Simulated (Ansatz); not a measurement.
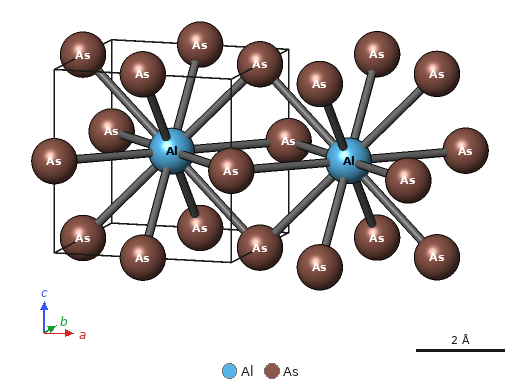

A crystal of AlAs₃ (a generated structure, set up in Pm-3m), before the relaxation. Style: ball-and-stick. Shown: the cell of the calculation, repeated 2 × 1 × 1 with one cell outlined, slightly off an axis.

All numbers below come from Ansatz 0.2.0, DFT PBE, scalar-relativistic, plane waves, PAW.

Input file:
```yaml
crystal:
  lattice:
    - [4.2518835009, 0.0, 0.0]
    - [0.0, 4.2518835009, 0.0]
    - [0.0, 0.0, 4.2518835009]
  atoms:
    - { symbol: Al, position: [0.5, 0.5, 0.5] }
    - { symbol: As, position: [0.5, 0.0, 0.0] }
    - { symbol: As, position: [0.0, 0.5, 0.0] }
    - { symbol: As, position: [0.0, 0.0, 0.5] }
basis:
  ecutwfc: 420
kpoints:
  mp_grid: { grid: [12, 12, 12] }
hamiltonian:
  xc: pbe
scf:
  occupations: { method: gaussian, width: 0.1 }
output:
  forces: true
  stress: true
  eigenvalues: true
  write_density: true
  write_potential: true
  elf: true
  volumetric_format: npy
relax:
  adjacent_minimum: "off"
  f_tol: 0.01
  max_steps: 80
  cell: { stress_tol: 0.05 }
```

Run as
```bash
ansatz run input.yaml --threads 1 --pin off --max-ram 2560MiB --backend cpu --events-out ev --progress --plain --runs-dir out
```

**Predict the outcome.**

The atoms keep their places relative to the cell (all moves are under 0.005 Å). The drawn cell changes as follows: a = b = c 4.252 → 4.234 Å (−0.4 %); the volume changes by −1.3 %. Among the contacts that change: Al1–As2 3.007 → 2.994 Å. The space group stays Pm-3m (No. 221). The energy falls by 2.9 meV per cell of the calculation in 2 accepted moves (3 points after the start). All forces vanish by symmetry, so only the cell relaxes. Pressure: −0.93 GPa at the start and −0.01 GPa at the end. At 1 point the geometry stayed and the basis and grid were re-selected for the new cell (energy shift of 0.2 meV per cell of the calculation at most each time).

The structure at the end:

```
CELL_PARAMETERS angstrom
4.23397 0.00000 0.00000
0.00000 4.23397 0.00000
0.00000 0.00000 4.23397
ATOMIC_POSITIONS crystal
Al 0.50000 0.50000 0.50000
As 0.50000 0.00000 0.00000
As 0.00000 0.50000 0.00000
As 0.00000 0.00000 0.50000
```
